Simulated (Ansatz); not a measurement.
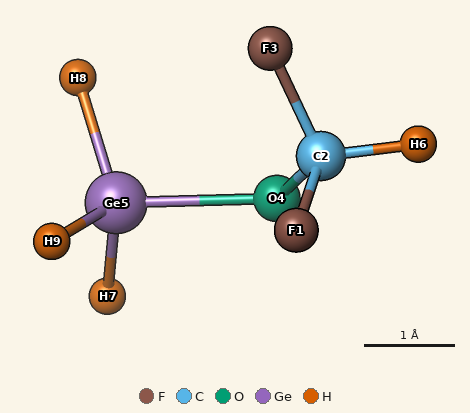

**Figure 1.** The structure (ball-and-stick view, seen at a tilt; atoms are numbered from 1 in the order of the input). Sticks mark near contacts.

# CH₄F₂GeO: one change and its effect

System: CH₄F₂GeO.
Method of run A: RKS PBE0-D4/def2-TZVPP (Ansatz 0.2.0).

The geometry comes from this level: PBE0-D4/def2-TZVP. Text and figures count atoms from 1; the logs count them from 0 in places.

## Input, run A
```yaml
crystal:
  periodic: [false, false, false]
  atoms:
    - {symbol: F, position_ang: [1.422861, -1.110017, 0.923827]}
    - {symbol: C, position_ang: [1.353765, -0.247920, -0.127787]}
    - {symbol: F, position_ang: [1.505683, 0.995849, 0.416484]}
    - {symbol: O, position_ang: [0.198520, -0.357732, -0.779781]}
    - {symbol: Ge, position_ang: [-1.362382, 0.190655, -0.027399]}
    - {symbol: H, position_ang: [2.201608, -0.442725, -0.789419]}
    - {symbol: H, position_ang: [-2.394118, -0.576165, -0.854873]}
    - {symbol: H, position_ang: [-1.465666, 1.705193, -0.229427]}
    - {symbol: H, position_ang: [-1.371871, -0.203536, 1.451475]}
basis:
  gaussian: {orbitals: def2-TZVPP}
hamiltonian: {xc: pbe0, dispersion: d4}
output: {orbitals: {seedname: orbitals}}
```

Command:
```bash
ansatz run in.yaml --threads 4 --pin off --events-out ev --progress --plain --max-ram 10444MiB
```

Hardware: 4 threads of Arm Neoverse V2, 23 GiB of memory available, shared host.

## Output (run A)
```
Functional definition: PBE0
  parameter a = 0.25
  parameter kappa = 0.804
  parameter beta = 0.06672455060314922
  exchange = (1 - a)*pbe_x(kappa = kappa, mu = beta*pi^2/3) + a*exact_x
  correlation = pbe_c(beta = beta)
1280 factors; their error is unknown
mean field evaluation 1: about -65085.6943 eV, gradient 5.3e1 eV
mean field evaluation 2: about -65080.3867 eV, gradient 7.7e1 eV
mean field evaluation 4: about -65089.4415 eV, gradient 3.9e0 eV
mean field evaluation 8: about -65089.4597 eV, gradient 3.4e-2 eV
mean field evaluation 16: about -65089.7545 eV, gradient 6.9e-5 eV
mean field -65089.75448844 eV, -2392.0043580300 hartree, gradient 6.9e-5 eV, S^2 0.000000; 0 other end points of the search recorded, 0 dependent functions left out
reference -65089.75451548 eV, -2392.0043590236 hartree; 34, 34 occupied and 194, 194 virtual orbitals, 1280 factors
Total energy: -65089.88746034 eV, -2392.0092446573 hartree
```

The input of run B differs as follows (lines with − go, lines with + come):
```diff
-  gaussian: {orbitals: def2-TZVPP}
+  gaussian: {orbitals: "def2-QZVPP.json"}
```

What does this change do to the results?

The total energy of run B is 38.7 kcal/mol lower, which measures the change of basis and not a stability. The LUMO goes from 0.05 to −0.20 eV. The basis functions go from 228 to 437. On the same kind of shared host run B took about 2.8 times as long.

## Output (run B)
```
Functional definition: PBE0
  parameter a = 0.25
  parameter kappa = 0.804
  parameter beta = 0.06672455060314922
  exchange = (1 - a)*pbe_x(kappa = kappa, mu = beta*pi^2/3) + a*exact_x
  correlation = pbe_c(beta = beta)
1531 factors; their error is unknown
mean field evaluation 1: about -65087.3624 eV, gradient 5.4e1 eV
mean field evaluation 2: about -65081.5476 eV, gradient 8.0e1 eV
mean field evaluation 4: about -65091.2688 eV, gradient 4.3e0 eV
mean field evaluation 8: about -65091.2897 eV, gradient 4.4e-2 eV
mean field evaluation 16: about -65091.4324 eV, gradient 7.3e-5 eV
mean field -65091.43244186 eV, -2392.0660216809 hartree, gradient 7.3e-5 eV, S^2 0.000000; 0 other end points of the search recorded, 0 dependent functions left out
reference -65091.43247680 eV, -2392.0660229647 hartree; 34, 34 occupied and 403, 403 virtual orbitals, 1531 factors
Total energy: -65091.56542166 eV, -2392.0709085985 hartree
```

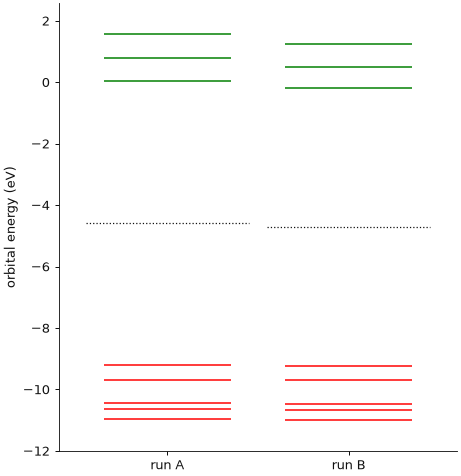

**Figure 2.** The five highest filled and three lowest empty orbital energies of the two runs; the dotted lines part filled from empty levels. The HOMO–LUMO gap is 9.25 eV in run A and 9.03 eV in run B.

## The two runs side by side

| quantity | run A | run B |
| --- | --- | --- |
| outcome | converged | converged |
| total energy (hartree) | −2392.009245 | −2392.070909 |
| HOMO (eV) | −9.20 | −9.22 |
| LUMO (eV) | 0.05 | −0.20 |
| basis functions | 228 | 437 |
| wall time (shared host) | 2.7 s | 7.5 s |
